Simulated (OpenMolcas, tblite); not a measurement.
**GeSiH6 (SMILES [SiH3][GeH3]): methods side by side**

GeSiH6 has 8 atoms, charge 0, and is taken as a singlet. As SMILES, `[SiH3][GeH3]`. Geometry: relaxed at PBE0-D4/def2-TZVP.

Quantity: the HOMO–LUMO gap, in eV. The values are calculated.

```
         level            kind     program  value (eV)   CPU time
      GFN1-xTB  semi-empirical      tblite        4.53  under 2 s
    HF/cc-pVDZ    Hartree–Fock  OpenMolcas       14.73       12 s
 SVWN5/cc-pVDZ             LDA  OpenMolcas        6.81       39 s
  BLYP/cc-pVDZ             GGA  OpenMolcas        6.88       48 s
  TPSS/cc-pVDZ        meta-GGA  OpenMolcas        7.37       60 s
  PBE0/cc-pVDZ   global hybrid  OpenMolcas        8.95       48 s
B2PLYP/cc-pVDZ   double hybrid  OpenMolcas       11.07       26 s
```

All-electron rows without a relativistic Hamiltonian named are non-relativistic. The values span 4.53 to 14.73 eV. Orbital gaps aren't excitation energies, and those of double hybrids come from the SCF part alone; they tend to grow with the share of exact exchange. CPU times are rough (shared hosts, several kinds of processor and program).

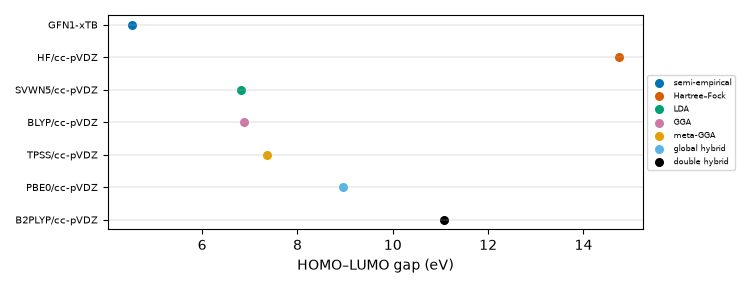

The values of the table, level by level.
